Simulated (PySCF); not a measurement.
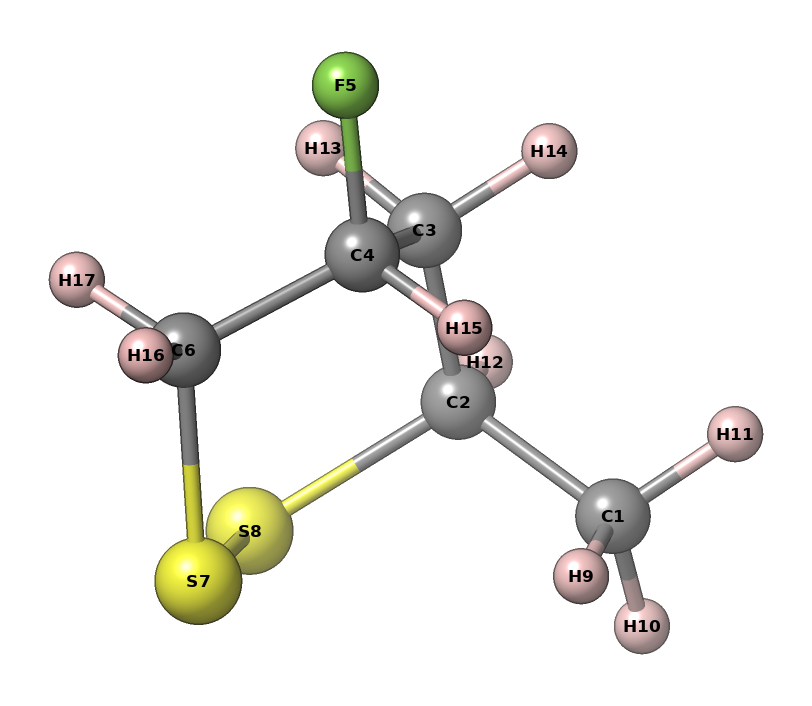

C3 lies behind C4. The molecule seen a little off the C4–C3 bond, C4 in front. Depth is shown by fading: the farther an atom, the more it takes the colour of the background. The computed structure is the end point of a PBE0-D3(BJ)/def2-SVP optimisation. No frequency run is at hand to confirm it as a minimum.

What is the torsion angle F5–C4–C3–C2? The sign is positive where the front bond must turn clockwise to cover the back bond.

Answer. 178°, antiperiplanar (anti). The bonds about C4–C3 are staggered.
